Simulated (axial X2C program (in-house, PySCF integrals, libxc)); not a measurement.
# AlO: from the state search to constants

What are the state, bond length, wavenumber and bond energy of AlO, and what does spin–orbit coupling change?

The runs use an in-house X2C program for linear molecules on PySCF integrals; all-electron X2C, Al dyall-v3z, O dyall-av3z.

All values are calculated.

**1. Input**

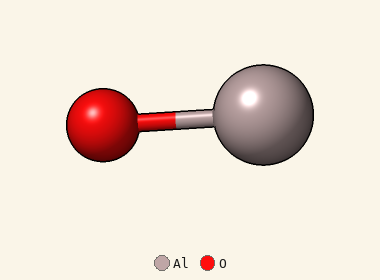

The two atoms at 1.700 Å (aluminium light grey, oxygen red).

task.json

```json
{"zs": [13, 8], "q": 0, "bas": ["dyall-v3z", "dyall-av3z"], "levels": ["PBE0", "HF", "BHandHLYP"], "cc": true, "r0": 1.7, "thr": -2.0, "nmax": 90, "npts": 10, "nst": 2, "ntry": 6}
```

Keys: zs atomic numbers; q charge; bas basis sets; levels methods (HF also brings MP2); cc coupled cluster on or off; r0 starting distance in Å; thr threshold in hartree for freezing inner shells (an s shell follows its p shell); nmax most natural virtual spinors; npts points asked for on the curve; nst determinants followed; ntry starts of the search.

The run is started by

```sh
> python so2c.py task.json out
```

Spin-free means the one-electron spin-free X2C Hamiltonian; two-component (2c) means X2C with spin–orbit coupling and atomic mean-field two-electron Coulomb and Gaunt terms. Basis: Al dyall-v3z contracted to [8s8p2d1f], O dyall-av3z contracted to [7s6p3d2f]; Gaussian nuclei, density fitting. Masses: Al 26.982 u, O 15.995 u.

Notation: σ, π±, δ± give the projection m of an orbital's angular momentum (0, ±1, ±2), α and β its spin, Λ and M_S the sums; ω is the projection of a spinor's total angular momentum and Ω the sum. Logs are in hartree.

The results follow Hamiltonian by Hamiltonian and level by level.

**2. Search for the lowest determinant**

PBE0 moves the distance from 1.700 Å to 1.632 Å and compares determinants there.

Spin-free determinants:

| ΔE (eV) | state | open shells |
| --- | --- | --- |
| 0.00 | M_S = 1/2, Λ = 0 | beyond closed shells: σα |
| 0.95 | M_S = 1/2, Λ = 1 | beyond closed shells: π+α, π+β, π-α |
| 3.85 | M_S = 3/2, Λ = 2 | beyond closed shells: σα, 2 × π+α, π+β, π-α |
| 3.85 | M_S = 3/2, Λ = 0 | beyond closed shells: σα, π+α, π+β, 2 × π-α |
| 4.05 | M_S = 1/2, Λ = 1 | beyond closed shells: π+α |
| 4.05 | M_S = 1/2, Λ = 2 | beyond closed shells: σα, 2 × π+α, π+β, π-β |

Two-component determinants:

```json
{"ΔE (eV)": "0.00", "state": "Ω = 1/2", "open shells": "excess of +ω over −ω: ω = 1/2"}
{"ΔE (eV)": "0.94", "state": "Ω = 3/2", "open shells": "excess of +ω over −ω: ω = 3/2"}
{"ΔE (eV)": "3.85", "state": "Ω = 7/2", "open shells": "excess of +ω over −ω: ω = 1/2, 2 × ω = 3/2"}
{"ΔE (eV)": "3.86", "state": "Ω = 3/2", "open shells": "excess of +ω over −ω: ω = 3/2"}
{"ΔE (eV)": "4.07", "state": "Ω = 5/2", "open shells": "excess of +ω over −ω: 2 × ω = 1/2, ω = 3/2"}
{"ΔE (eV)": "4.80", "state": "Ω = 1/2", "open shells": "excess of +ω over −ω: 2 × ω = -1/2, ω = 3/2"}
{"ΔE (eV)": "4.81", "state": "Ω = 5/2", "open shells": "excess of +ω over −ω: ω = -1/2, 2 × ω = 3/2"}
```

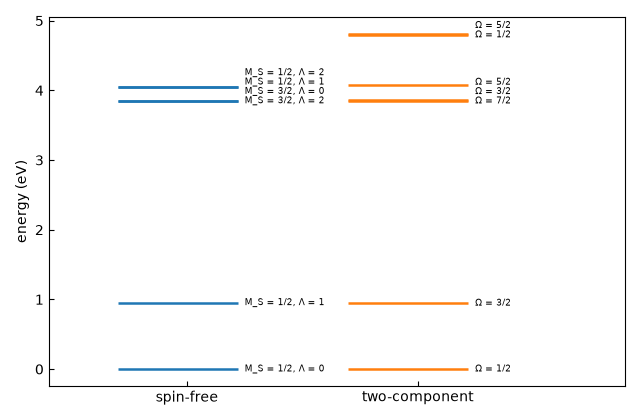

The determinants found, each set from its own lowest.

**3. PBE0, spin-free**

State followed: M_S = 1/2, Λ = 0 (beyond closed shells: σα). The scan is laid around 1.632 Å, a first estimate of the minimum, and this SCF restarts from the orbitals of the search.

Output at 1.632 Å:

```text
spin-free X2C-1e  PBE0
basis functions 103  fitting functions 591  grid points 4352
iter        total energy     max residual
   1       -317.955019494     8.03e-05
   2       -317.955019517     4.31e-05
   3       -317.955019520     2.93e-05
   4       -317.955019524     3.24e-05
   5       -317.955019529     4.19e-06
converged
one-electron -508.99830219  Coulomb 184.38540300  exact exchange -6.58973977  xc functional -20.47445773  nuclear repulsion 33.72207717
```

Along the bond, energies from the lowest point:

```csv
R (Å),E (eV),μ (D),HOMO (eV),LUMO (eV),iterations
1.420,1.1503,-4.06,-7.58,-4.15,27
1.485,0.4711,-4.19,-7.68,-4.23,25
1.534,0.1838,-4.26,-7.74,-4.29,24
1.583,0.0386,-4.31,-7.80,-4.33,23
1.632,0.0000,-4.33,-7.85,-4.35,5
1.689,0.0535,-4.34,-7.80,-4.35,24
1.746,0.1804,-4.33,-7.70,-4.34,23
1.820,0.4113,-4.34,-7.58,-4.28,24
1.909,0.7468,-4.40,-7.42,-4.16,24
2.040,1.2667,-4.65,-7.15,-3.94,27
```

Dipoles are positive if O is the positive end.

Outer orbitals at the reference distance:

```json
{"symmetry": "σα", "occupied": "yes", "ε (eV)": "-25.03", "atomic character": "75% O s, 9% Al p, 7% Al d"}
{"symmetry": "σβ", "occupied": "yes", "ε (eV)": "-24.02", "atomic character": "75% O s, 9% Al p, 7% Al d"}
{"symmetry": "σα", "occupied": "yes", "ε (eV)": "-10.76", "atomic character": "71% O p, 21% Al s, 4% O s"}
{"symmetry": "σβ", "occupied": "yes", "ε (eV)": "-8.88", "atomic character": "57% O p, 33% Al s, 5% O s"}
{"symmetry": "π+α", "occupied": "yes", "ε (eV)": "-8.21", "atomic character": "82% O p, 10% Al p, 4% Al d"}
{"symmetry": "π-α", "occupied": "yes", "ε (eV)": "-8.21", "atomic character": "82% O p, 10% Al p, 4% Al d"}
{"symmetry": "π+β", "occupied": "yes", "ε (eV)": "-7.91", "atomic character": "82% O p, 11% Al p, 5% Al d"}
{"symmetry": "π-β", "occupied": "yes", "ε (eV)": "-7.91", "atomic character": "82% O p, 11% Al p, 5% Al d"}
{"symmetry": "σα", "occupied": "yes", "ε (eV)": "-7.85", "atomic character": "40% Al s, 30% Al p, 24% O p"}
{"symmetry": "σβ", "occupied": "no", "ε (eV)": "-4.35", "atomic character": "34% O p, 32% Al s, 26% Al p"}
{"symmetry": "π-α", "occupied": "no", "ε (eV)": "-1.60", "atomic character": "72% Al p, 14% Al d, 9% O p"}
{"symmetry": "π+α", "occupied": "no", "ε (eV)": "-1.60", "atomic character": "72% Al p, 14% Al d, 9% O p"}
{"symmetry": "π-β", "occupied": "no", "ε (eV)": "-0.94", "atomic character": "74% Al p, 11% O p, 10% Al d"}
```

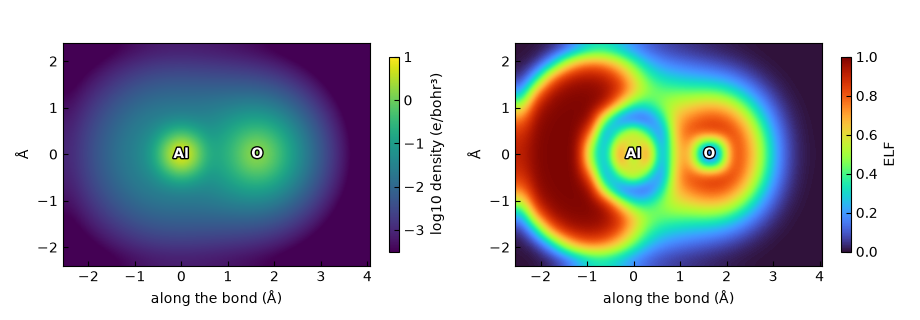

PBE0 fields in a plane through the axis, from a grid of 0.3 Å; Al lies at z = 0 and O at z = 1.632 Å; the ELF is damped to zero where the density is low.

Re = 1.629 Å, ωe = 952 cm⁻¹, ωexe = 7.95 cm⁻¹, Be = 0.6328 cm⁻¹, De = 4.96 eV, μ = -4.33 D.

**4. HF, spin-free**

The SCF at the reference distance of 1.632 Å:

```text
spin-free X2C-1e  HF
basis functions 103  fitting functions 591  grid points 4352
iter        total energy     max residual
   1       -317.249781105     1.12e-01
   2       -317.265302374     9.56e-03
   3       -317.267017086     1.21e-02
   4       -317.268451098     1.08e-02
   5       -317.270068583     1.02e-02
   6       -317.271680422     9.97e-03
   7       -317.272902107     1.07e-02
   8       -317.274265646     2.47e-03
   9       -317.274455943     1.90e-03
  10       -317.274551858     1.18e-03
  11       -317.274581392     6.39e-04
  12       -317.274591289     3.02e-04
  13       -317.274593878     1.00e-04
  14       -317.274594002     5.35e-05
  15       -317.274594021     1.54e-05
  16       -317.274594023     4.91e-06
  17       -317.274594023     9.51e-07
converged
one-electron -508.61140686  Coulomb 184.06973929  exact exchange -26.45500362  xc functional 0.00000000  nuclear repulsion 33.72207717
```

No constants are quoted: the solution changes its character somewhere along the scan, so the fit is set aside.

**5. BHandHLYP, spin-free**

The SCF at the reference distance of 1.632 Å:

```text
spin-free X2C-1e  BHandHLYP
basis functions 103  fitting functions 591  grid points 4352
iter        total energy     max residual
   1       -318.108628132     3.64e-02
   2       -318.109554406     1.43e-02
   3       -318.110231985     2.07e-02
   4       -318.110693193     1.85e-03
   5       -318.110848236     1.81e-03
   6       -318.110944790     1.99e-03
   7       -318.110949954     4.02e-04
   8       -318.110950489     6.69e-05
   9       -318.110950518     3.80e-05
  10       -318.110950523     4.39e-06
converged
one-electron -509.05948202  Coulomb 184.47483725  exact exchange -13.19862966  xc functional -14.04975326  nuclear repulsion 33.72207717
```

Re = 1.634 Å, ωe = 878 cm⁻¹, ωexe = 7.1 cm⁻¹, Be = 0.6286 cm⁻¹, De = 4.39 eV, μ = -4.12 D.

**6. Correlated methods, spin-free**

Correlated methods: 9 electrons correlated (frozen shells, counted by type: Al 2 s, 1 p; O 1 s), 169 virtual spinors in MP2, 90 natural virtuals in coupled cluster.

Output of the correlated part at 1.632 Å:

```text
correlated 9  virtual 169  natural virtual 90  E(MP2) -0.273230921  MP2 remainder -0.006768141
iter   CCSD correlation   residual
   1     -0.270179529   1.56e-01
   2     -0.281165003   8.63e-02
   3     -0.287884942   5.82e-02
   4     -0.290856929   4.04e-02
   5     -0.294643261   2.56e-02
   6     -0.295554109   1.13e-02
   7     -0.296022021   3.99e-03
   8     -0.296069294   1.38e-03
   9     -0.296065240   4.76e-04
  10     -0.296066944   2.10e-04
  11     -0.296061722   9.56e-05
  12     -0.296062366   4.82e-05
  13     -0.296060634   2.55e-05
  14     -0.296059942   1.24e-05
  15     -0.296059646   5.91e-06
  16     -0.296059544   2.77e-06
  17     -0.296059534   1.37e-06
(T) -0.013924002  T1 0.1320  D1 0.3535  max T2 0.082
```

T1 in the output is the amplitude norm over the root of the electron number; divide by √2 for the Lee–Taylor value.

MP2: No constants are quoted: the reference changes its character somewhere along the scan, so the fit is set aside.

CCSD: No constants are quoted: the reference changes its character somewhere along the scan, so the fit is set aside.

CCSD(T): No constants are quoted: the reference changes its character somewhere along the scan, so the fit is set aside.

**7. A higher determinant, spin-free**

State: M_S = 1/2, Λ = 1 (beyond closed shells: π+α, π+β, π-α).

Output at the reference distance:

```text
spin-free X2C-1e  PBE0
basis functions 103  fitting functions 591  grid points 4352
iter        total energy     max residual
   1       -317.920023801     1.37e-05
   2       -317.920023808     7.44e-06
converged
one-electron -508.52685563  Coulomb 183.95336775  exact exchange -6.60471507  xc functional -20.46389802  nuclear repulsion 33.72207717
```

| R (Å) | E above the lowest PBE0 point (eV) |
| --- | --- |
| 1.420 | 3.226 |
| 1.485 | 2.167 |
| 1.534 | 1.615 |
| 1.583 | 1.221 |
| 1.632 | 0.952 |
| 1.689 | 0.762 |
| 1.746 | 0.672 |
| 1.820 | 0.664 |
| 1.909 | 0.769 |

No constants are quoted: too few points lie around the minimum for a second fit to confirm the first.

**8. The spin-free curves together**

Energy (eV) of the followed determinant, spin-free, from each level's lowest point:

```
R (Å)   PBE0  HF (jumps)  MP2 (its reference jumps)  CCSD (its reference jumps)  CCSD(T) (its reference jumps)  BHandHLYP
1.420  1.150       1.245                      0.753                         n/a                            n/a      1.105
1.485  0.471       0.649                      0.000                       0.531                          0.447      0.454
1.534  0.184       0.390                      0.475                       0.218                          0.212      0.181
1.583  0.039       0.170                      0.444                       0.058                          0.058      0.042
1.632  0.000       0.047                      0.419                       0.000                          0.000      0.000
1.689  0.054       0.000                      0.447                       0.031                          0.030      0.038
1.746  0.180       0.030                      0.529                       0.136                          0.137      0.140
1.820  0.411       0.148                      0.695                       0.344                          0.348      0.333
1.909  0.747       0.372                      0.959                         n/a                            n/a      0.623
2.040  1.267       0.777                      1.400                         n/a                            n/a      1.090
```

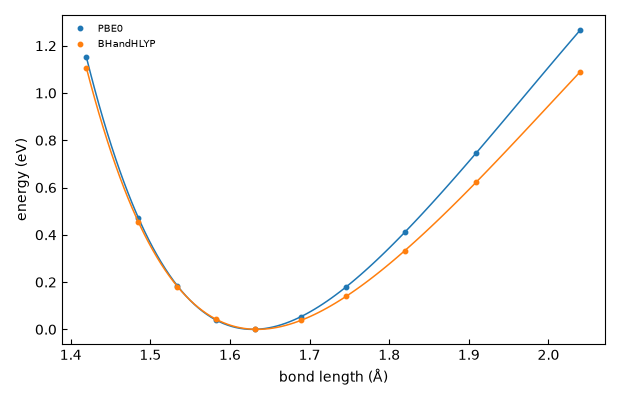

Curves of the followed state, spin-free, each from its own lowest point. Left out: HF, MP2, CCSD, CCSD(T).

[end of part 1 of 2]
